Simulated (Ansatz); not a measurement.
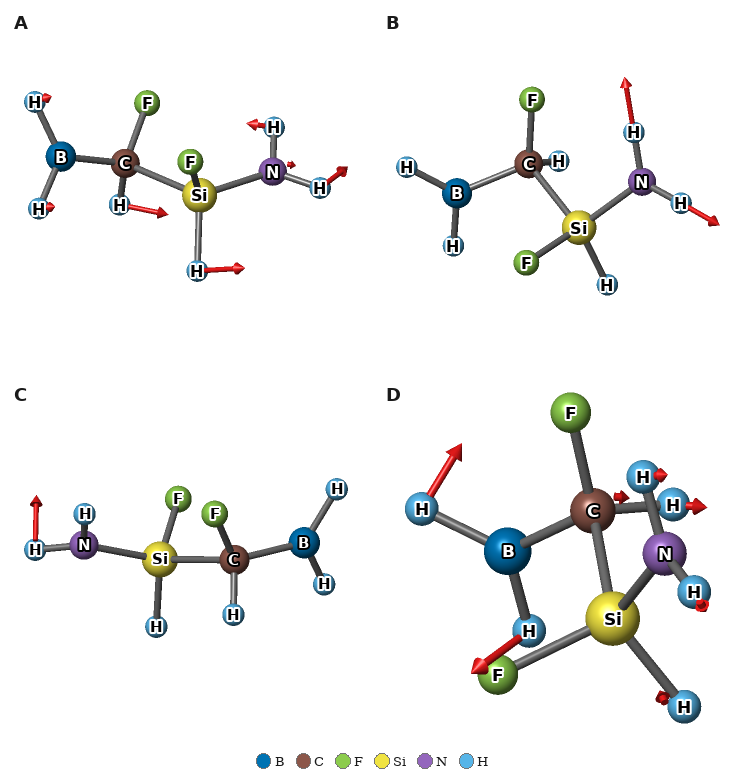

4 normal modes of one molecule or complex, as arrows. Harmonic vibrations computed with RKS PBE0-D4/def2-TZVP (Ansatz 0.2.0) at a stationary point of the same level.

> Match the panels to the wavenumbers 270 cm⁻¹, 451 cm⁻¹, 912 cm⁻¹, 3615 cm⁻¹.

A: 912 cm⁻¹, angle bending
B: 3615 cm⁻¹, in-phase stretching of 2 N–H bonds
C: 270 cm⁻¹
D: 451 cm⁻¹
